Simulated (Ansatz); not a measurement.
**Molecular dynamics, with input and output: WH₃O₃F₃ (part 2 of 2)**

WH₃O₃F₃; RKS BLYP/def2-SVP (Ansatz 0.2.0). The geometry comes from this level: PBE0-D4/def2-TZVP.

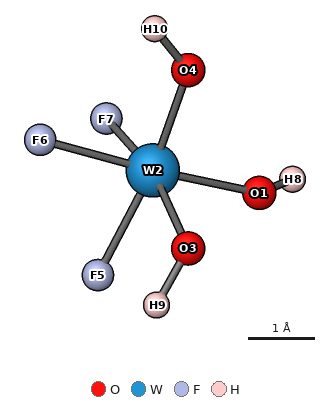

Figure 1. The geometry at step 14 of the log (ball-and-stick view, seen at a tilt; atoms are numbered from 1 in the order of the input).

Trajectory as extended XYZ, continued
```
10
Properties=species:S:1:pos:R:3:forces:R:3 step=8 time_fs=8.0 energy=-16160.56302 temperature=375.2
O    -0.8580   -1.5539   -0.1792   -0.5215  -0.5680  -0.5834
W    -0.1271    0.1667    0.0233    0.8239  -0.7607   2.7381
O     1.1637   -0.4935    1.3202   -0.1011   0.3479  -1.5238
O     1.0442    0.0224   -1.3842    0.7847  -0.7343  -1.2738
F    -1.0995    0.5978    1.5818   -0.4370   0.3496   0.6479
F     0.4327    1.9955    0.0396    0.1957   0.0893   0.1483
F    -1.5729    0.8449   -0.9018   -1.4969   0.4229  -0.9824
H    -1.5751   -1.9894   -0.6948    0.2921   0.2566   0.2353
H     1.1079   -0.3425    2.2644   -0.1392   0.0879   0.9575
H     1.6719    0.6821   -1.6904    0.5992   0.5088  -0.3637
10
Properties=species:S:1:pos:R:3:forces:R:3 step=9 time_fs=9.0 energy=-16160.53339 temperature=351.8
O    -0.8629   -1.5617   -0.1716    0.5081   0.2433   0.0819
W    -0.1281    0.1653    0.0216    0.7428  -0.8337   2.9508
O     1.1672   -0.4928    1.3302   -0.2174   0.3727  -1.8466
O     1.0451    0.0231   -1.3828    0.3718  -1.1665  -1.0581
F    -1.1010    0.5975    1.5841   -0.3731   0.3339   0.5201
F     0.4332    1.9980    0.0374    0.1617  -0.0417   0.1630
F    -1.5720    0.8504   -0.9059   -1.4017   0.3626  -0.9190
H    -1.5567   -2.0043   -0.6631   -0.6433  -0.3329  -0.4282
H     1.1164   -0.3132    2.2668   -0.1545   0.1407   1.1082
H     1.6648    0.6723   -1.6933    1.0055   0.9216  -0.5721
10
Properties=species:S:1:pos:R:3:forces:R:3 step=10 time_fs=10.0 energy=-16160.50952 temperature=327.1
O    -0.8672   -1.5695   -0.1637    1.3734   0.9803   0.6145
W    -0.1290    0.1640    0.0201    0.6782  -0.8891   3.1047
O     1.1702   -0.4921    1.3399   -0.3426   0.4992  -1.5875
O     1.0462    0.0231   -1.3822    0.4895  -1.0341  -1.0970
F    -1.1033    0.5969    1.5862   -0.3152   0.3223   0.4003
F     0.4340    2.0005    0.0352    0.1270  -0.1603   0.1801
F    -1.5714    0.8559   -0.9104   -1.3004   0.2989  -0.8493
H    -1.5448   -2.0185   -0.6357   -1.4177  -0.8609  -0.9600
H     1.1221   -0.2834    2.2788   -0.1440   0.0796   0.6916
H     1.6657    0.6731   -1.7037    0.8519   0.7642  -0.4973
10
Properties=species:S:1:pos:R:3:forces:R:3 step=11 time_fs=11.0 energy=-16160.51969 temperature=300.5
O    -0.8706   -1.5757   -0.1558    1.4032   1.1249   0.5714
W    -0.1298    0.1627    0.0190    0.6425  -0.8967   3.1940
O     1.1726   -0.4905    1.3491   -0.4585   0.7148  -0.9484
O     1.0476    0.0220   -1.3828    1.0104  -0.4555  -1.3490
F    -1.1059    0.5967    1.5885   -0.2637   0.3093   0.2863
F     0.4343    2.0023    0.0332    0.1004  -0.2495   0.1943
F    -1.5713    0.8615   -0.9147   -1.2012   0.2364  -0.7793
H    -1.5465   -2.0383   -0.6186   -1.3738  -0.8514  -0.9170
H     1.1236   -0.2542    2.2979   -0.1180  -0.0907  -0.0791
H     1.6724    0.6830   -1.7220    0.2587   0.1586  -0.1733
10
Properties=species:S:1:pos:R:3:forces:R:3 step=12 time_fs=12.0 energy=-16160.52515 temperature=301.7
O    -0.8736   -1.5805   -0.1479    0.6883   0.6971   0.0414
W    -0.1307    0.1611    0.0181    0.6011  -0.8574   3.2251
O     1.1745   -0.4880    1.3571   -0.5517   0.9412  -0.3144
O     1.0491    0.0202   -1.3841    1.5484   0.1643  -1.6389
F    -1.1082    0.5968    1.5910   -0.2185   0.2963   0.1784
F     0.4345    2.0033    0.0310    0.0774  -0.3189   0.2071
F    -1.5720    0.8669   -0.9192   -1.0869   0.1690  -0.6983
H    -1.5612   -2.0644   -0.6102   -0.5972  -0.3129  -0.3851
H     1.1248   -0.2257    2.3171   -0.0920  -0.2893  -0.8191
H     1.6800    0.6947   -1.7449   -0.3690  -0.4894   0.2039
10
Properties=species:S:1:pos:R:3:forces:R:3 step=13 time_fs=13.0 energy=-16160.49538 temperature=280.1
O    -0.8767   -1.5845   -0.1402   -0.0392   0.2169  -0.4767
W    -0.1315    0.1595    0.0173    0.5683  -0.8168   3.2008
O     1.1753   -0.4852    1.3647   -0.6140   1.1249   0.0877
O     1.0517    0.0181   -1.3860    1.8181   0.5455  -1.7921
F    -1.1103    0.5975    1.5934   -0.1788   0.2843   0.0738
F     0.4351    2.0031    0.0287    0.0594  -0.3653   0.2192
F    -1.5730    0.8719   -0.9244   -0.9616   0.0991  -0.6104
H    -1.5767   -2.0914   -0.6049    0.1872   0.2608   0.1337
H     1.1293   -0.1963    2.3308   -0.0822  -0.4541  -1.3096
H     1.6840    0.7018   -1.7678   -0.7572  -0.8953   0.4737
10
Properties=species:S:1:pos:R:3:forces:R:3 step=14 time_fs=14.0 energy=-16160.47345 temperature=296.8
O    -0.8792   -1.5887   -0.1333   -0.4729  -0.0678  -0.7850
W    -0.1323    0.1577    0.0169    0.5445  -0.7771   3.1095
O     1.1747   -0.4820    1.3726   -0.6487   1.2046   0.0944
O     1.0556    0.0164   -1.3889    1.7327   0.5946  -1.7253
F    -1.1125    0.5988    1.5953   -0.1413   0.2707  -0.0288
F     0.4361    2.0016    0.0255    0.0436  -0.3975   0.2343
F    -1.5747    0.8767   -0.9300   -0.8165   0.0182  -0.5093
H    -1.5874   -2.1157   -0.5959    0.6725   0.6371   0.4419
H     1.1350   -0.1681    2.3341   -0.0917  -0.5189  -1.3916
H     1.6811    0.7011   -1.7873   -0.8222  -0.9640   0.5601
10
Properties=species:S:1:pos:R:3:forces:R:3 step=15 time_fs=15.0 energy=-16160.48921 temperature=297.8
O    -0.8816   -1.5932   -0.1272   -0.5462  -0.0778  -0.8559
W    -0.1329    0.1556    0.0165    0.5267  -0.7365   2.9649
O     1.1738   -0.4782    1.3811   -0.6758   1.1264  -0.3718
O     1.0608    0.0155   -1.3925    1.3026   0.3018  -1.4209
F    -1.1151    0.6000    1.5961   -0.1038   0.2552  -0.1252
F     0.4370    1.9995    0.0216    0.0266  -0.4281   0.2524
F    -1.5772    0.8814   -0.9359   -0.6462  -0.0781  -0.3944
H    -1.5903   -2.1336   -0.5830    0.7978   0.7485   0.5113
H     1.1411   -0.1446    2.3254   -0.1132  -0.4249  -0.9978
H     1.6711    0.6911   -1.8043   -0.5685  -0.6864   0.4375
10
Properties=species:S:1:pos:R:3:forces:R:3 step=16 time_fs=16.0 energy=-16160.51579 temperature=317.6
O    -0.8846   -1.5975   -0.1211   -0.1885   0.2552  -0.6618
W    -0.1334    0.1536    0.0160    0.5496  -0.7121   2.7967
O     1.1735   -0.4739    1.3897   -0.7105   0.8489  -1.3423
O     1.0673    0.0145   -1.3972    0.5969  -0.2635  -0.8893
F    -1.1175    0.6006    1.5962   -0.0676   0.2407  -0.2109
F     0.4377    1.9973    0.0178    0.0099  -0.4604   0.2670
F    -1.5798    0.8852   -0.9414   -0.4827  -0.1700  -0.2865
H    -1.5830   -2.1418   -0.5655    0.4906   0.5165   0.3100
H     1.1460   -0.1241    2.3051   -0.1355  -0.1274  -0.0972
H     1.6564    0.6756   -1.8179   -0.0622  -0.1279   0.1144
10
Properties=species:S:1:pos:R:3:forces:R:3 step=17 time_fs=17.0 energy=-16160.49111 temperature=313.7
O    -0.8870   -1.6010   -0.1151    0.4743   0.8352  -0.2799
W    -0.1337    0.1518    0.0153    0.6265  -0.6844   2.6066
O     1.1731   -0.4689    1.3980   -0.7381   0.3675  -2.6784
O     1.0746    0.0131   -1.4027   -0.2251  -0.9563  -0.2246
F    -1.1193    0.6004    1.5959   -0.0409   0.2320  -0.2832
F     0.4385    1.9947    0.0136   -0.0062  -0.4847   0.2824
F    -1.5822    0.8882   -0.9467   -0.3412  -0.2514  -0.1916
H    -1.5699   -2.1432   -0.5433   -0.1368   0.0117  -0.0861
H     1.1493   -0.1057    2.2798   -0.1566   0.3713   1.1779
H     1.6431    0.6581   -1.8299    0.5442   0.5592  -0.3231
10
Properties=species:S:1:pos:R:3:forces:R:3 step=18 time_fs=18.0 energy=-16160.42860 temperature=263.2
O    -0.8888   -1.6034   -0.1095    1.1321   1.4109   0.0921
W    -0.1343    0.1503    0.0146    0.7319  -0.6606   2.3809
O     1.1714   -0.4632    1.4042   -0.7531   0.0130  -3.4982
O     1.0832    0.0121   -1.4083   -0.9607  -1.5559   0.4134
F    -1.1212    0.5988    1.5958   -0.0234   0.2298  -0.3491
F     0.4390    1.9914    0.0092   -0.0188  -0.4765   0.3032
F    -1.5844    0.8907   -0.9518   -0.2248  -0.3194  -0.1089
H    -1.5582   -2.1438   -0.5224   -0.7711  -0.5154  -0.4747
H     1.1505   -0.0855    2.2642   -0.1613   0.7289   1.9628
H     1.6370    0.6416   -1.8435    1.0491   1.1451  -0.7215
10
Properties=species:S:1:pos:R:3:forces:R:3 step=19 time_fs=19.0 energy=-16160.42094 temperature=262.2
O    -0.8901   -1.6052   -0.1044    1.5098   1.7532   0.2873
W    -0.1348    0.1491    0.0141    0.8378  -0.6346   2.1293
O     1.1690   -0.4579    1.4082   -0.7613   0.1531  -3.0949
O     1.0923    0.0113   -1.4138   -1.1919  -1.6032   0.6667
F    -1.1234    0.5965    1.5960   -0.0145   0.2334  -0.4058
F     0.4391    1.9881    0.0055   -0.0289  -0.4507   0.3250
F    -1.5865    0.8924   -0.9571   -0.1289  -0.3730  -0.0356
H    -1.5507   -2.1494   -0.5056   -1.1290  -0.8290  -0.6854
H     1.1472   -0.0580    2.2662   -0.1443   0.5795   1.5528
H     1.6413    0.6342   -1.8628    1.0511   1.1712  -0.7395
10
Properties=species:S:1:pos:R:3:forces:R:3 step=20 time_fs=20.0 energy=-16160.46587 temperature=302.6
O    -0.8903   -1.6057   -0.0989    1.2413   1.5278   0.1003
W    -0.1351    0.1479    0.0136    0.9496  -0.5900   1.8841
O     1.1666   -0.4531    1.4107   -0.7666   0.6537  -1.9505
O     1.1015    0.0096   -1.4185   -0.8199  -1.0064   0.4007
F    -1.1255    0.5943    1.5963   -0.0135   0.2388  -0.4516
F     0.4385    1.9845    0.0024   -0.0332  -0.4030   0.3454
F    -1.5881    0.8929   -0.9626   -0.0585  -0.4110   0.0235
H    -1.5523   -2.1641   -0.4937   -0.8545  -0.6158  -0.5130
H     1.1400   -0.0264    2.2814   -0.1119   0.0604   0.4209
H     1.6576    0.6352   -1.8905    0.4673   0.5454  -0.2599
```

This output came from the following input.

Input
```yaml
crystal:
  periodic: [false, false, false]
  atoms:
    - {symbol: O, position_ang: [-0.848698, -1.515397, -0.262557]}
    - {symbol: W, position_ang: [-0.117368, 0.173210, 0.037143]}
    - {symbol: O, position_ang: [1.140826, -0.488927, 1.243144]}
    - {symbol: O, position_ang: [1.053742, 0.018903, -1.405359]}
    - {symbol: F, position_ang: [-1.097185, 0.606459, 1.577773]}
    - {symbol: F, position_ang: [0.430711, 1.967819, 0.055050]}
    - {symbol: F, position_ang: [-1.613584, 0.789249, -0.913232]}
    - {symbol: H, position_ang: [-1.612641, -1.697005, -0.816480]}
    - {symbol: H, position_ang: [1.012332, -0.561669, 2.192698]}
    - {symbol: H, position_ang: [1.651877, 0.707369, -1.708191]}
basis:
  gaussian: {orbitals: def2-SVP}
hamiltonian: {xc: {name: BLYP}}
md: {timestep: 1 fs, n_steps: 20, ensemble: nvt_langevin, temperature: 500, initial_velocities: maxwell_boltzmann, friction: 0.01, seed: 948}
```

Command:
```bash
ansatz run in.yaml --threads 4 --pin off --events-out ev --progress --plain --max-ram 11315MiB
```

Results in brief

| quantity | value |
| --- | --- |
| outcome | finished |
| mean temperature over the second half | 297 K |
| trajectory | 20 steps, 20 fs |
| ensemble | nvt_langevin |
| temperature in the input | 500 K |
| time step | 1 fs |
| potential energy (last step) | −16160.4663 eV |
| SCF solution under orbital rotations (last step) | stable |
| largest force (length of the vector) (last step) | 2.195 eV/Å |
| dipole moment (last step) | 2.59 D |
| hardware | 4 threads of Arm Neoverse V1, 23 GiB of memory available, shared host |
| wall time | 49 s (CPU time 3 min) |
| peak memory | 0.19 GiB |

Remarks

So short a trajectory is not equilibrated. The logged temperature at the start can lie below the typed one, since it is counted over all degrees of freedom. The temperature stays far from the 500 K of the thermostat over the second half: the run isn't equilibrated.
